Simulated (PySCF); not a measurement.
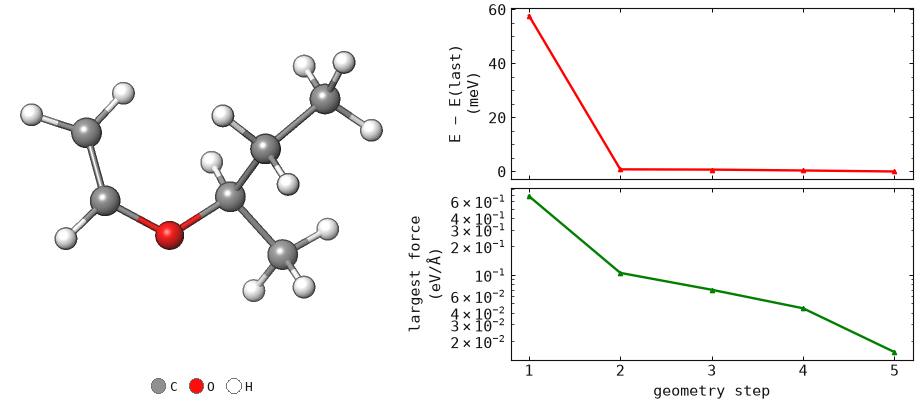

Beside the plot: the molecule at the start.

History of a geometry optimisation.

System: C$_{6}$H$_{12}$O (SMILES C=CO[C@H](C)CC).
Method: PBE0-D3(BJ)/def2-SVP, geometry optimisation (PySCF 2.14.0, density fitting).

Q: How did the optimisation end?

A: The optimisation met its thresholds at geometry 5, counting the start as the first. The energy fell by about 58 meV from the first step to the last. The largest force goes from about 0.68 eV/Å at the start to 0.015 eV/Å at the end.
